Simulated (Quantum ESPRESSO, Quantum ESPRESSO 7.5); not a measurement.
# Al(100): thickness series by an ASE script

Wanted: a thickness series of Al(100), driven from Python.

Main program and level: Quantum ESPRESSO 7.5; plane-wave DFT, PBE, GBRV ultrasoft pseudopotentials.

Experimental background.

For Al (clean (100) face), “Properties of real metallic surfaces: Effects of density functional semilocality and van der Waals nonlocality” (2017, arxiv:1702.08515) quotes earlier work: work function (clean (100) face) 4.32 eV.

This is a report of a sequence of runs, with most program output left out.

## Step 1: The starting structure

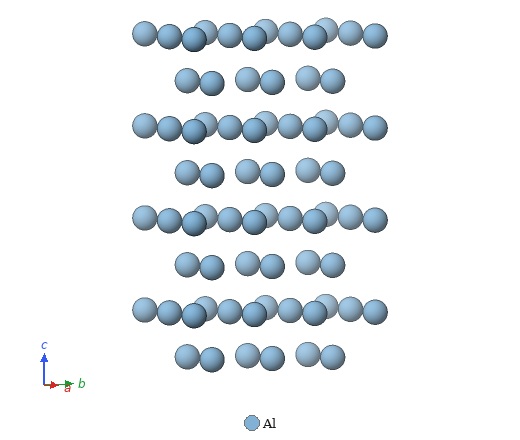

Start, viewed from the side, with the c axis up; aluminium light blue. 2×3×1 cells are drawn. Some periodic images of atoms are drawn too.

The cell holds 8 atoms: 8 Al. Cell: a = 2.864 Å, b = 2.864 Å, c = 29.175 Å, α = 90.0°, β = 90.0°, γ = 90.0°. It derives from Al. Vacuum lies along c.

Structure file:

```cif
data_structure
_symmetry_space_group_name_H-M 'P 1'
_symmetry_Int_Tables_number 1
_cell_length_a 2.8638
_cell_length_b 2.8638
_cell_length_c 29.1750
_cell_angle_alpha 90.000
_cell_angle_beta 90.000
_cell_angle_gamma 90.000
_cell_volume 239.27
loop_
_atom_site_label
_atom_site_type_symbol
_atom_site_fract_x
_atom_site_fract_y
_atom_site_fract_z
_atom_site_occupancy
Al1 Al 0.50000 0.50000 0.25707 1
Al2 Al 0.00000 0.00000 0.32648 1
Al3 Al 0.50000 0.50000 0.39589 1
Al4 Al 0.00000 0.00000 0.46530 1
Al5 Al 0.50000 0.50000 0.53470 1
Al6 Al 0.00000 0.00000 0.60411 1
Al7 Al 0.50000 0.50000 0.67352 1
Al8 Al 0.00000 0.00000 0.74293 1
```

## Step 2: The script

ASE writes the inputs, starts pw.x and reads the results. Under ESM bc1 the zero of energy of a symmetric slab is the vacuum, so the work function is minus the Fermi level.

run.py reads:

```python
import json
import numpy as np
from ase.build import fcc100
from ase.calculators.espresso import Espresso, EspressoProfile

profile = EspressoProfile(command='mpirun -n 2 pw.x -nk 2', pseudo_dir='../pseudo')
pseudopotentials = {'Al': 'al_pbe_v1.uspp.F.UPF'}
system = {'ecutwfc': 40, 'ecutrho': 200, 'occupations': 'smearing', 'smearing': 'mv', 'degauss': 0.02}


def calculator(name, kpts, **extra):
    data = dict(control=dict(tprnfor=True, verbosity='high', disk_io='none'),
                system=system | extra,
                electrons=dict(conv_thr=1e-07, mixing_beta=0.4, mixing_mode='local-TF',
                               electron_maxstep=100))
    return Espresso(profile=profile, directory=name, pseudopotentials=pseudopotentials, kpts=kpts, input_data=data)


def centre(atoms):
    z = atoms.positions[:, 2]
    atoms.positions[:, 2] -= (z.max() + z.min()) / 2  # ESM wants the slab about z = 0
    return atoms


rows = []
for n in [3, 4, 5, 6, 7, 8]:
    slab = centre(fcc100('Al', size=(1, 1, n), a=4.05, vacuum=7.5, periodic=True))
    slab.set_initial_magnetic_moments([0.0] * n)
    slab.calc = calculator(f'n{n}', (10, 10, 1), assume_isolated='esm', esm_bc='bc1')
    energy = slab.get_potential_energy()
    work = -slab.calc.get_fermi_level()
    force = slab.get_forces()[-1, 2]
    rows.append([n, energy, work, force])
    print(f'{n} layers: E = {energy:.5f} eV, work function {work:.3f} eV, force on the top atom {force:+.3f} eV/A')

n, energy = np.array(rows)[:, :2].T
slope, offset = np.polyfit(n[1:], energy[1:], 1)
area = np.linalg.norm(np.cross(*slab.cell[:2]))
gamma = offset / (2 * area) * 16.0218
print(f'bulk energy from the slope {slope:.5f} eV an atom; unrelaxed surface energy {gamma:.3f} J/m^2')
json.dump(dict(rows=rows, slope=slope, gamma=gamma), open('result.json', 'w'))
```

Started as:

```bash
$ OMP_NUM_THREADS=1 python run.py
```

Run time: 12 min. Hardware: 2 MPI ranks of Arm Neoverse N1, shared host; peak memory 0.29 GiB; 23 min of CPU time.

Read from the output:

```
surface energy                     : 1.000 J/m²
work function of the thickest slab : 4.253 eV
```

The work function by layers:

```csv
layers,work function (eV)
3.00,4.49
4.00,4.34
5.00,4.27
6.00,4.26
7.00,4.24
8.00,4.25
```

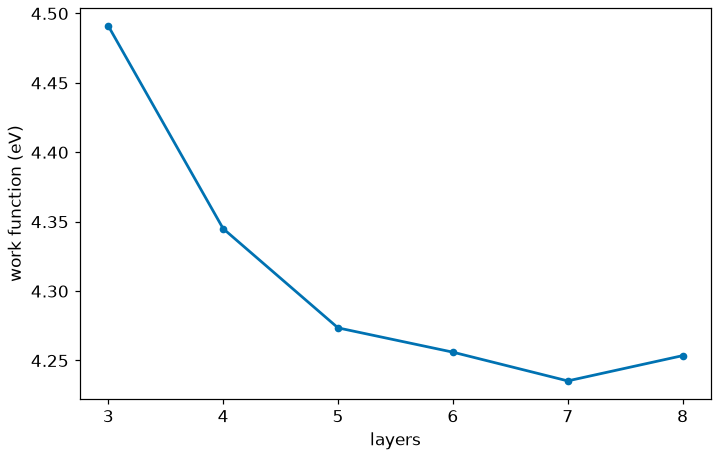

Work function against layers.

Table of force on the top atom along the normal by layers:

```csv
layers,force on the top atom along the normal (eV/Å)
3.00,0.244
4.00,0.177
5.00,0.109
6.00,0.0898
7.00,0.109
8.00,0.112
```

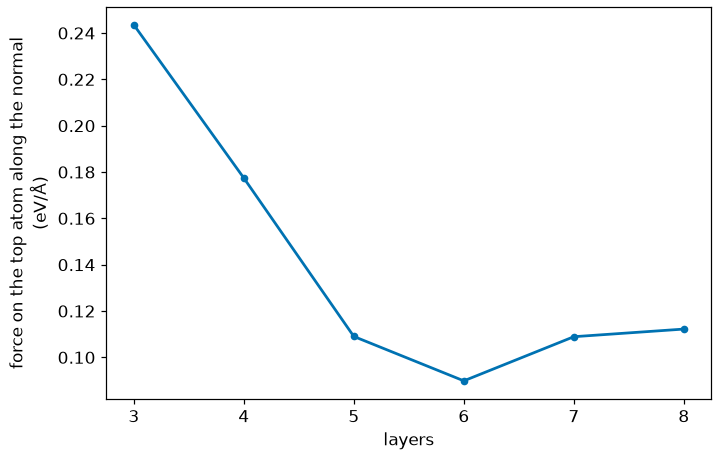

Force on the top atom along the normal against layers.

Table of energy less the bulk line's slope by layers:

```csv
layers,energy less the bulk line's slope (meV)
3.00,969
4.00,1049
5.00,1014
6.00,988
7.00,1026
8.00,1043
```

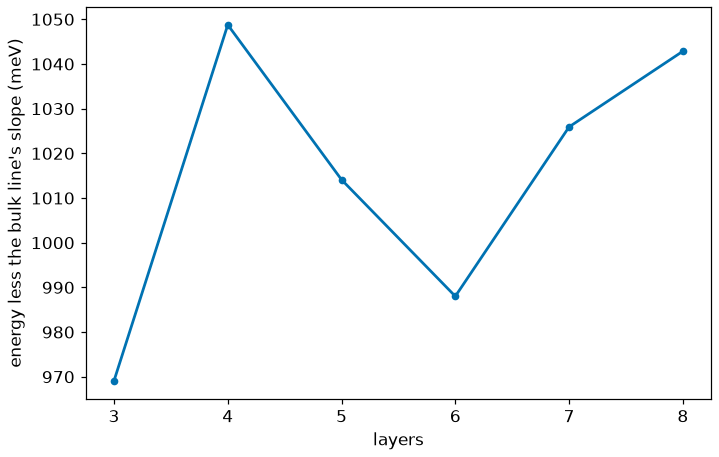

Energy less the bulk line's slope against layers.

## Step 3: The script: PBE, PseudoDojo norm-conserving

Level of this step: plane-wave DFT, PBE, PseudoDojo norm-conserving pseudopotentials (Quantum ESPRESSO 7.5).

run.py, as its differences from the input of step 2:

```diff
@@ -6,4 +6,4 @@
 profile = EspressoProfile(command='mpirun -n 2 pw.x -nk 2', pseudo_dir='../pseudo')
-pseudopotentials = {'Al': 'al_pbe_v1.uspp.F.UPF'}
-system = {'ecutwfc': 40, 'ecutrho': 200, 'occupations': 'smearing', 'smearing': 'mv', 'degauss': 0.02}
+pseudopotentials = {'Al': 'Al.dojo-sr-pbe-0.4.1-standard.upf'}
+system = {'ecutwfc': 32, 'ecutrho': 128, 'occupations': 'smearing', 'smearing': 'mv', 'degauss': 0.02}
```

Started as:

```bash
$ OMP_NUM_THREADS=1 python run.py
```

Run time: 5.3 min. Hardware: 2 MPI ranks; peak memory 0.22 GiB.

Numbers from this step:

- surface energy: 1.015 J/m²
- work function of the thickest slab: 4.254 eV

Table of work function by layers:

```csv
layers,work function (eV)
3.00,4.49
4.00,4.35
5.00,4.28
6.00,4.26
7.00,4.23
8.00,4.25
```

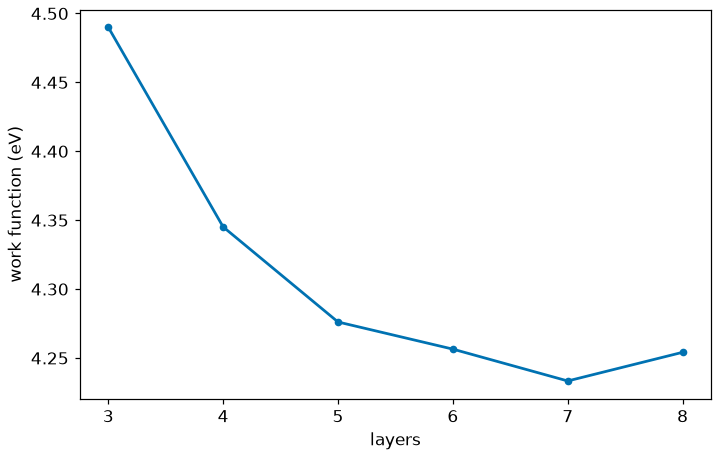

Work function against layers.

The force on the top atom along the normal by layers:

```csv
layers,force on the top atom along the normal (eV/Å)
3.00,0.237
4.00,0.173
5.00,0.113
6.00,0.0849
7.00,0.102
8.00,0.105
```

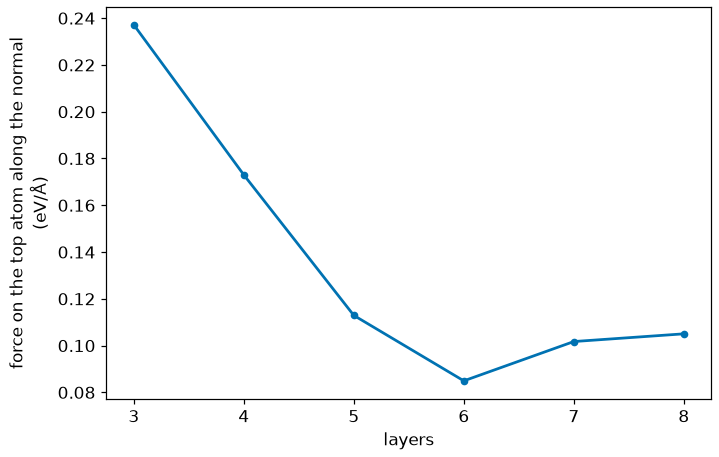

Force on the top atom along the normal, plotted against layers.

The energy less the bulk line's slope by layers:

```csv
layers,energy less the bulk line's slope (meV)
3.00,985
4.00,1064
5.00,1030
6.00,1004
7.00,1041
8.00,1058
```

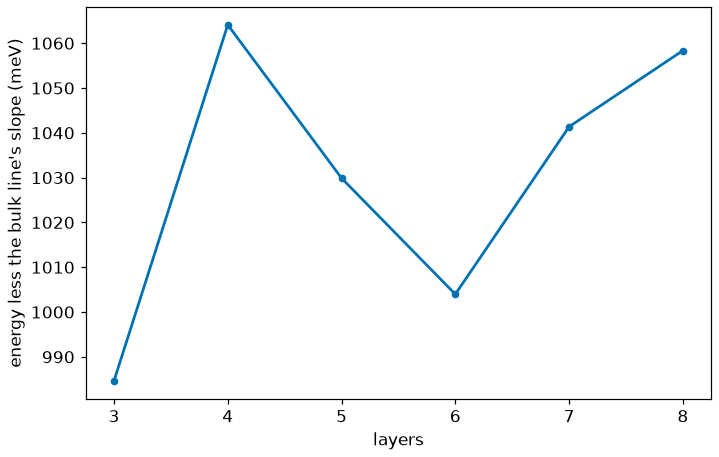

Energy less the bulk line's slope against layers.

## Step 4: A check by hand

γ = (E_N − N e_bulk)/(2A). The excess of the thickest slab is 1.043 eV and A = 8.201 Å²: 1.043/(2 × 8.201) × 16.02 = 1.02 J/m² (1 eV/Å² = 16.02 J/m²); the fit's intercept gives 1.00.

## Step 5: Summary of results

```yaml
work_function_of_the_thickest_slab_pbe_gbrv_ultrasoft: 4.25 eV
unrelaxed_surface_energy_pbe_gbrv_ultrasoft: 1.00 J/m²
work_function_of_the_thickest_slab_pbe_pseudodojo_norm_conserving: 4.25 eV
unrelaxed_surface_energy_pbe_pseudodojo_norm_conserving: 1.02 J/m²
```

In words: The thickest slab gives a work function of 4.25 eV and the series an unrelaxed surface energy of 1.00 J/m² (PBE, GBRV ultrasoft). The work function swings by 0.26 eV over 3 to 8 layers and by 0.02 eV over the last step; confined states crossing the Fermi level and the finite mesh both contribute. From 5 layers on it stays within 0.1 eV. The force on the top atom of the thickest slab points outwards (0.11 eV/Å). Experiment, extrapolated from the liquid and averaged over faces, gives a surface energy of 1.14 J/m² (arxiv:0801.1077, 2008); the value here lies under it, as is usual for gradient-corrected functionals. The slabs are cut from the bulk at the tabulated lattice constant and not relaxed; the surface energy comes from a straight line through the energies of all but the thinnest slab.

Computed beside measured:

| quantity | measured | PBE, GBRV | PBE, PseudoDojo |
| --- | --- | --- | --- |
| work function (clean (100) face) (eV) | 4.32 | 4.25 (-0.07 eV) | 4.25 (-0.07 eV) |

Measured values from arxiv:1702.08515 (2017).

**Verdict.** The grades are ours: good and fair within 3 and 7 % for the work function. Other measurements of the same face can differ from the value quoted by 0.1 to 0.2 eV.

[Logs are printed without paths, hosts, clocks, repeated set-up lines and the standing remarks that a program may print on its own settings, such as how far it seeks lower states.]

[Hosts, paths, dates, database ids (printed as entryN), source tags and the programs' standing remarks are cut or masked in the printed files.]

[Maps of the electrostatic potential energy from Ansatz leave out the sawtooth potential of an applied field or a dipole correction, so their vacuum need not be flat; planar profiles and work functions include it.]
